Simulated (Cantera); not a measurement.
Input: 1 mol BN, 2.2 mol Cl₂, 0.61 mol N₂, equilibrated at 0.000790 bar.

Equilibrium computed with Cantera from the NASA thermochemical tables; the gas is ideal and each condensed phase is pure. Candidate condensed phases: B, BN; 10 gas species. The tables' values for BCl₂, BCl are old estimates; treat these amounts as uncertain. Kinetics and transport are ignored.

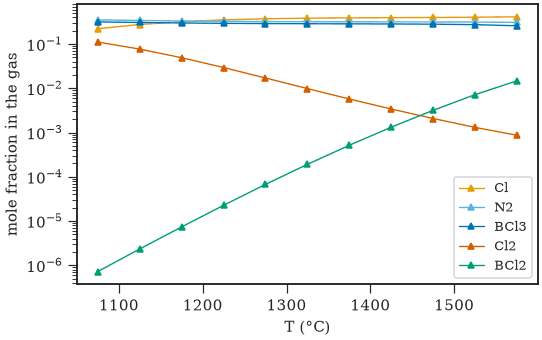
Equilibrium gas composition (values under 1e-9 drawn at 1e-9)

From 1075 °C to 1575 °C nothing is condensed. The main B-bearing gas is BCl₃ throughout.
